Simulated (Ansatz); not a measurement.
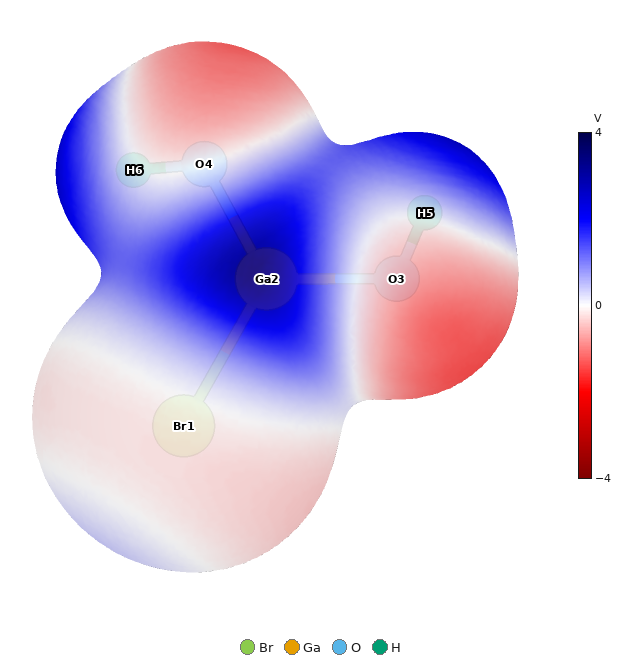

Figure. BrGaH$_{2}$O$_{2}$ (SMILES [OH][Ga]([OH])[Br]). The electrostatic potential painted on the density surface at 0.002 e/bohr³, seen across its widest extent; the colour scale runs from red (negative) to blue (positive).

Geometry: PBE0-D4/def2-SVP.

Level of theory: isolated molecule in a Gaussian basis; Kohn-Sham density functional theory, functional PBE0 in Ansatz 0.2.0.

Input

```
crystal:
  periodic: [false, false, false]
  atoms:
    - {symbol: Br, position_ang: [-4.765761, -0.049475, 1.796738]}
    - {symbol: Ga, position_ang: [-2.643704, -0.827272, 1.604301]}
    - {symbol: O, position_ang: [-2.221942, -2.369995, 2.355379]}
    - {symbol: O, position_ang: [-1.393743, 0.068350, 0.721982]}
    - {symbol: H, position_ang: [-1.298287, -2.609144, 2.217574]}
    - {symbol: H, position_ang: [-1.697608, 0.898837, 0.340386]}
basis:
  gaussian:
    orbitals: def2-TZVPD
hamiltonian:
  xc: {name: PBE0}
output: {forces: true, orbitals: {seedname: orbitals}}
```

Command:

```sh
ansatz run input.yaml --threads 2 --pin off --max-ram 5220MiB --events-out events.jsonl --progress --plain --runs-dir runs
```

Which sites attract a positive test charge, and which a negative one?

Answer. A positive charge is drawn to the negative regions and a negative charge to the positive ones. The most negative region (about −1.4 V, or −32 kcal/mol for a unit charge) lies over O3, the most positive (about +3.1 V, or +71 kcal/mol for a unit charge) over Ga2. Br1 shows a σ-hole: about +0.4 V, or +9 kcal/mol for a unit charge at the tip opposite its bond, against about −0.2 V on its flanks. O3 is the likeliest acceptor of a hydrogen bond.
